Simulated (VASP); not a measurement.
**ZrW: structure and properties in VASP**

What structure does ZrW take at this level, and what are its properties? The steps: full relaxation (LDA), second relaxation, density, ELF and potential (LDA), bands along the symmetry lines (LDA), total and projected DOS (LDA), vibrations at Γ (LDA) and band structure (LDA + SOC). The cell is invented: it takes the structure of a Materials Project entry for MoRu (space group 187 there), with all of its atoms replaced by other elements, volume scaled by an estimate. It may not be a known or stable phase.

Method: LDA; plane waves and PAW (W, Zr_sv), in the first sound run; inputs show where later runs differ, in VASP 6.6.1.

## (1) Starting point

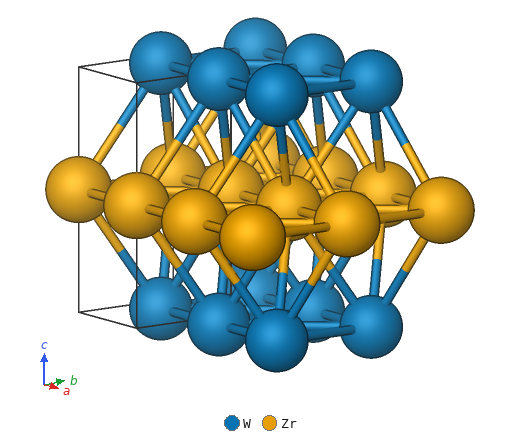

The starting structure, seen slightly off an axis (tungsten blue, zirconium orange). 3×2×1 cells are drawn. Some periodic images of atoms are drawn too.

Structure file:

```
W Zr
1.0
     3.08537    0.00000    0.00000
    -1.54269    2.67201    0.00000
     0.00000    0.00000    4.95864
W Zr
1 1
Direct
  0.33333 0.66667 0.00000
  0.00000 0.00000 0.50000
```

## (2) Full relaxation (LDA)

The start need not lie at this functional's minimum. ISIF = 3 frees volume, shape and positions, and EDIFFG sets the threshold on forces and stress at which the search stops. LDA, the lowest rung, knows the local density alone.

INCAR

```
SYSTEM = ZrW
PREC = Accurate
ENCUT = 400
EDIFF = 1E-06
NELM = 100
ISMEAR = -1
SIGMA = 0.05
LREAL = .FALSE.
ALGO = Normal
GGA = CA
NBANDS = 15
LORBIT = 11
LWAVE = .FALSE.
LCHARG = .FALSE.
IBRION = 2
NSW = 60
ISIF = 3
EDIFFG = -0.01
```

POSCAR

```
ZrW
1.0
    3.0853730000      0.0000000000      0.0000000000
   -1.5426870000      2.6720120000      0.0000000000
    0.0000000000      0.0000000000      4.9586410000
W Zr
1 1
Direct
    0.3333333300      0.6666666700      0.0000000000
    0.0000000000      0.0000000000      0.5000000000
```

KPOINTS

```
Automatic mesh
0
Gamma
10 10 6
0 0 0
```

Potentials, in the order of the species: W and Zr_sv (LDA family, release 64).

Run with:

```
mpirun -np 1 vasp_std
```

What it wrote:

```text
[banner, memory and clock lines left out]
running    1 mpi-ranks, on    1 nodes
 distrk:  each k-point on    1 cores,    1 groups
 distr:  one band on    1 cores,    1 groups

 POSCAR found type information on POSCAR W Zr
 POSCAR found :  2 types and       2 ions
 LDA part: xc-table for (Slater(with rela. corr.)+CA(PZ))
 , standard interpolation
 POSCAR, INCAR and KPOINTS ok, starting setup
 FFT: planning ... GRIDC
 FFT: planning ... GRID_SOFT
 FFT: planning ... GRID
 WAVECAR not read
 entering main loop
       N       E                     dE             d eps       ncg     rms          rms(c)
DAV:   1     0.935099694393E+02    0.93510E+02   -0.81132E+03  1680   0.926E+02
DAV:   2    -0.163984567657E+02   -0.10991E+03   -0.10631E+03  2177   0.274E+02
DAV:   3    -0.231620261085E+02   -0.67636E+01   -0.66943E+01  2909   0.525E+01
DAV:   4    -0.233153427357E+02   -0.15332E+00   -0.15327E+00  1943   0.674E+00
DAV:   5    -0.233196113926E+02   -0.42687E-02   -0.42685E-02  2577   0.804E-01    0.184E+01
DAV:   6    -0.224869034690E+02    0.83271E+00   -0.23062E+00  2200   0.827E+00    0.686E+00
DAV:   7    -0.224896288199E+02   -0.27254E-02   -0.30053E+00  2305   0.824E+00    0.502E+00
DAV:   8    -0.221199253058E+02    0.36970E+00   -0.11614E+00  2397   0.482E+00    0.675E-01
DAV:   9    -0.221203857179E+02   -0.46041E-03   -0.46860E-02  1892   0.144E+00    0.255E-01
DAV:  10    -0.221192571701E+02    0.11285E-02   -0.35777E-03  2155   0.430E-01    0.712E-02
DAV:  11    -0.221192280356E+02    0.29135E-04   -0.24025E-04  2077   0.114E-01    0.447E-02
DAV:  12    -0.221192236550E+02    0.43806E-05   -0.18774E-05  1982   0.390E-02    0.997E-03
DAV:  13    -0.221192237161E+02   -0.61107E-07   -0.13054E-06  1331   0.897E-03
   1 F= -.22119224E+02 E0= -.22108629E+02  d E =-.221192E+02
 curvature:   0.00 expect dE= 0.000E+00 dE for cont linesearch  0.000E+00
 trial: gam= 0.00000 g(F)=  0.478E-45 g(S)=  0.167E+01 ort = 0.000E+00 (trialstep = 0.100E+01)
 search vector abs. value=  0.167E+01
 bond charge predicted
       N       E                     dE             d eps       ncg     rms          rms(c)
DAV:   1    -0.372512372552E+02   -0.15132E+02   -0.52115E+02  1680   0.213E+02    0.585E+01
DAV:   2    -0.233528551733E+02    0.13898E+02   -0.31622E+01  1932   0.522E+01    0.179E+01
DAV:   3    -0.213727633330E+02    0.19801E+01   -0.15437E+01  2452   0.261E+01    0.818E+00
DAV:   4    -0.207784971088E+02    0.59427E+00   -0.44310E+00  2484   0.125E+01    0.809E+00
DAV:   5    -0.210593552433E+02   -0.28086E+00   -0.64462E-01  2494   0.414E+00    0.116E+00
DAV:   6    -0.211136526464E+02   -0.54297E-01   -0.16049E-01  2625   0.261E+00    0.117E+00
DAV:   7    -0.211304082580E+02   -0.16756E-01   -0.19390E-02  2382   0.121E+00    0.303E-01
DAV:   8    -0.211311200673E+02   -0.71181E-03   -0.29533E-03  2525   0.282E-01    0.141E-01
DAV:   9    -0.211312272470E+02   -0.10718E-03   -0.18128E-04  1981   0.138E-01    0.455E-02
DAV:  10    -0.211312319003E+02   -0.46532E-05   -0.35007E-05  2398   0.505E-02    0.119E-02
DAV:  11    -0.211312330182E+02   -0.11180E-05   -0.13867E-06  1184   0.125E-02    0.570E-03
DAV:  12    -0.211312329005E+02    0.11771E-06   -0.46027E-07   868   0.647E-03
   2 F= -.21131233E+02 E0= -.21123766E+02  d E =0.987991E+00
[... from here on, the cycles between the ionic steps are left out ...]
   3 F= -.22448035E+02 E0= -.22438312E+02  d E =-.328811E+00
   4 F= -.22449978E+02 E0= -.22440347E+02  d E =-.330754E+00
   5 F= -.22450084E+02 E0= -.22440484E+02  d E =-.330861E+00
   6 F= -.22489318E+02 E0= -.22478226E+02  d E =-.392335E-01
   7 F= -.22585670E+02 E0= -.22577479E+02  d E =-.135586E+00
   8 F= -.22543054E+02 E0= -.22534647E+02  d E =0.426159E-01
   9 F= -.22590157E+02 E0= -.22582069E+02  d E =-.448715E-02
  10 F= -.22590159E+02 E0= -.22582069E+02  d E =-.448921E-02
  11 F= -.22590341E+02 E0= -.22581767E+02  d E =-.181314E-03
 trial-energy change:   -0.000181  1 .order   -0.000172   -0.001840    0.001497
 step:   0.6020(harm=  0.5973)  dis= 0.00000  next Energy=   -22.590672 (dE=-0.513E-03)
 bond charge predicted
       N       E                     dE             d eps       ncg     rms          rms(c)
DAV:   1    -0.225926197225E+02   -0.22789E-02   -0.83166E-02  1687   0.247E+00    0.319E-01
DAV:   2    -0.225911454186E+02    0.14743E-02   -0.31729E-03  2086   0.431E-01    0.128E-01
DAV:   3    -0.225908321963E+02    0.31322E-03   -0.14718E-03  2415   0.266E-01    0.783E-02
DAV:   4    -0.225906788894E+02    0.15331E-03   -0.43840E-04  2173   0.140E-01    0.364E-02
DAV:   5    -0.225906836848E+02   -0.47955E-05   -0.15813E-05  1967   0.298E-02    0.119E-02
DAV:   6    -0.225906838139E+02   -0.12905E-06   -0.48614E-06  2386   0.136E-02
  12 F= -.22590684E+02 E0= -.22582338E+02  d E =-.524398E-03
 curvature:  -0.35 expect dE=-0.128E-05 dE for cont linesearch -0.633E-06
 trial: gam= 0.00000 g(F)=  0.267E-46 g(S)=  0.367E-05 ort =-0.600E-04 (trialstep = 0.987E+00)
 search vector abs. value=  0.367E-05
 reached required accuracy - stopping structural energy minimisation
```

Wall time 3.5 min (1 MPI rank of AMD EPYC 7R43, shared host); peak memory 0.12 GiB.

The logs omit lines about the potential files and the build; timing stands in the text.

OUTCAR, selected parts (step 2):

```text
ion  position               nearest neighbor table
   1  0.333  0.667  0.000-   2 3.05   2 3.05   2 3.05   2 3.05   2 3.05   2 3.05
   2  0.000  0.000  0.500-   1 3.05   1 3.05   1 3.05   1 3.05   1 3.05   1 3.05

  LATTYP: Found a hexagonal cell.
 ALAT       =     3.0853730000
 C/A-ratio  =     1.6071447439

 Subroutine GETGRP returns: Found 12 space group operations
 (whereof 12 operations were pure point group operations)

The static configuration has the point symmetry D_3h.

 Found     56 irreducible k-points:

   k-points           NKPTS =     56   k-points in BZ     NKDIM =     56   number of bands    NBANDS=     15

   dimension x,y,z NGX =    20 NGY =   20 NGZ =   32
   dimension x,y,z NGXF=    40 NGYF=   40 NGZF=   64

   ENCUT  =  400.0 eV  29.40 Ry    5.42 a.u.   5.03  5.03  8.09*2*pi/ulx,y,z

   NELECT =      18.0000    total number of electrons

 k-points in reciprocal lattice and weights: Automatic mesh
   0.00000000  0.00000000  0.00000000       0.002
   0.10000000  0.00000000  0.00000000       0.010
   0.20000000  0.00000000  0.00000000       0.010
   0.30000000  0.00000000  0.00000000       0.010
   0.40000000 -0.00000000  0.00000000       0.010
   0.50000000  0.00000000  0.00000000       0.005
   0.10000000  0.10000000  0.00000000       0.010
   0.20000000  0.10000000  0.00000000       0.020
   0.30000000  0.10000000  0.00000000       0.020
[...]
0.40000000  0.20000000  0.50000000       0.010
   0.30000000  0.30000000  0.50000000       0.010

 average (electrostatic) potential at core
       1 -36.5565       2 -73.4360

 E-fermi :   9.0544

 k-point     1 :       0.0000    0.0000    0.0000
  band No.  band energies     occupation
    ...
      5       1.4804      2.00000
      6       4.8648      2.00000
      7       7.9538      2.00000
      8       8.9648      1.71404
      9       8.9648      1.71401
     10       9.4364      0.00096
     11      10.5695      0.00000
     12      10.5695      0.00000
     13      11.6696      0.00000
     14      11.6696      0.00000
    ...

 k-point     2 :       0.1000    0.0000    0.0000
  band No.  band energies     occupation
    ...
      5       1.8800      2.00000
      6       5.2683      2.00000
      7       8.0839      2.00000
      8       8.7442      1.99597
      9       8.7890      1.99015
     10       9.3360      0.00714
     11      10.1493      0.00000
     12      10.9833      0.00000
     13      11.3303      0.00000
     14      11.4339      0.00000
    ...

 k-point     3 :       0.2000    0.0000    0.0000
  band No.  band energies     occupation
    ...
      5       2.9344      2.00000
      6       6.0525      2.00000
      7       7.5759      2.00000
      8       7.8490      2.00000
      9       8.6286      1.99960
     10      10.1140      0.00000
     11      10.3533      0.00000
     12      10.4037      0.00000
     13      10.9000      0.00000
     14      12.1747      0.00000
    ...

  Total       -0.0008557     -0.0008557      0.0122733      0.0000000      0.0000000     -0.0000000
  in kB       -0.0383824     -0.0383824      0.5504969      0.0000000      0.0000000     -0.0000000
  external PRESSURE =       0.1579107 kB  Pullay stress =       0.0000000 kB

  energy-cutoff  :      400.00
  volume of cell :       35.72
      direct lattice vectors                 reciprocal lattice vectors
     2.810406951  0.000000049 -0.000000000     0.355820352  0.205433001 -0.000000000
    -1.405203889  2.433884236 -0.000000000    -0.000000007  0.410865881 -0.000000000
     0.000000000  0.000000000  5.222143542     0.000000000  0.000000000  0.191492247

 POSITION                                       TOTAL-FORCE (eV/Angst)
 -----------------------------------------------------------------------------------
     -0.00000      1.62259     -0.00000        -0.000000     -0.000000     -0.000000
      0.00000      0.00000      2.61107         0.000000      0.000000      0.000000
 -----------------------------------------------------------------------------------
    total drift:                               -0.000000     -0.000000      0.000000

  FREE ENERGIE OF THE ION-ELECTRON SYSTEM (eV)
  ---------------------------------------------------
  free  energy   TOTEN  =       -22.5906838139 eV

  energy  without entropy=      -22.5739929589  energy(sigma->0) =      -22.58233839

 reached required accuracy - stopping structural energy minimisation

 total charge
# of ion       s       p       d       tot
------------------------------------------
    1        0.689   0.565   4.075   5.329
    2        2.255   5.964   1.987  10.205
--------------------------------------------------
tot          2.944   6.528   6.061  15.534

[... 3 further parts left out ...]
```

CONTCAR:

```
ZrW
   1.00000000000000
     2.8104069509779515    0.0000000489292511   -0.0000000000000000
    -1.4052038885553790    2.4338842362566759   -0.0000000000000000
     0.0000000000000000    0.0000000000000000    5.2221435420491149
  W               Zr
     1     1
Direct
     0.3333333300000021    0.6666666699999979    0.0000000000000000
     0.0000000000000000    0.0000000000000000    0.5000000000000000
```

The k-mesh is coarse for a metal. After so large a change of volume the plane waves of the start cell no longer fit, so the final stress carries a basis-set error. The data set W keeps the semicore shell frozen, which is cheaper and a little less accurate. The run keeps the 12 symmetry operations of its start, so it cannot find a distortion of lower symmetry.

Step by step:

```
step  energy less that of the first step (eV)  largest force (eV/Å)  pressure (GPa)  volume (Å³)
   1                                   0.0000                0.0000          -18.73        40.88
   2                                   0.9880                0.0000           68.41        28.30
   3                                  -0.3288                0.0000           -1.48        36.19
   4                                  -0.3308                0.0000           -0.11        35.91
   5                                  -0.3309                0.0000            0.39        35.82
   6                                  -0.3701                0.0000            0.62        35.70
   7                                  -0.4664                0.0000            2.96        35.19
   8                                  -0.4238                0.0000           -6.95        37.24
   9                                  -0.4709                0.0000            0.34        35.67
  10                                  -0.4709                0.0000            0.42        35.65
  11                                  -0.4711                0.0000           -0.32        35.78
  12                                  -0.4715                0.0000            0.02        35.72
```

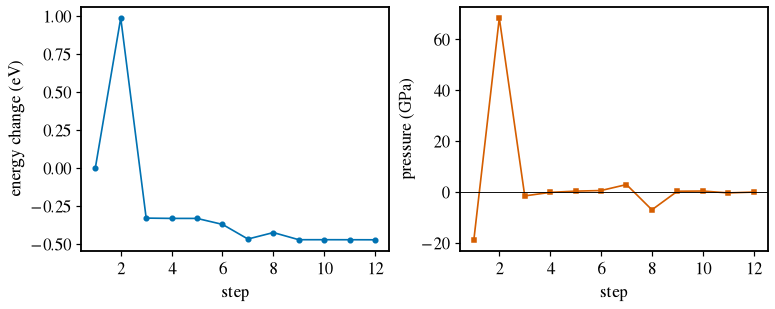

Energy and pressure along the relaxation.

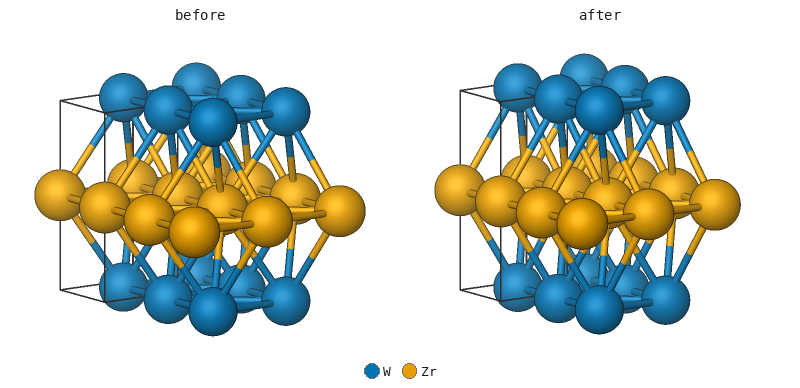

Before and after, at one scale.

```csv
"conventional cell, symmetrised",before,after,change
a (Å),3.085,2.810,-8.9 %
b (Å),3.085,2.810,-8.9 %
c (Å),4.959,5.222,+5.3 %
volume (Å³/atom),20.44,17.86,-12.6 %
```

Final coordinates:

```xyz
2
Lattice="2.8104 0.0000 0.0000 -1.4052 2.4339 0.0000 0.0000 0.0000 5.2221" Properties=species:S:1:pos:R:3 pbc="T T T"
W     0.0000    1.6226    0.0000
Zr    0.0000    0.0000    2.6111
```

Numbers from this step:

```yaml
electrons: 18
bands: 15
irreducible_k_points: 56
symmetry_operations: 12
free_energy_toten: -22.59 eV
energy_at_zero_smearing: -22.58 eV
fermi_energy: 9.054 eV
pressure: 0.01579 GPa
metallic: yes
scf_cycles_over_all_ionic_steps: 104
```

It ends with forces that vanish by symmetry and a pressure of 0.02 GPa.

[end of part 1 of 5]

[Lines on the potential files, build, host, timing and source positions are cut from VASP's logs without a mark.]

[Logs are printed without paths, hosts, clocks, repeated set-up lines and the standing remarks that a program may print on its own settings, such as how far it seeks lower states.]

[Hosts, paths, dates, database ids (printed as entryN), source tags and the programs' standing remarks are cut or masked in the printed files.]

[A measured line is paired with the nearest computed mode of its activity, which favours agreement.]

[In band tables of VASP the shares of atoms and orbitals are scaled to a sum of 1 inside the atoms' spheres.]
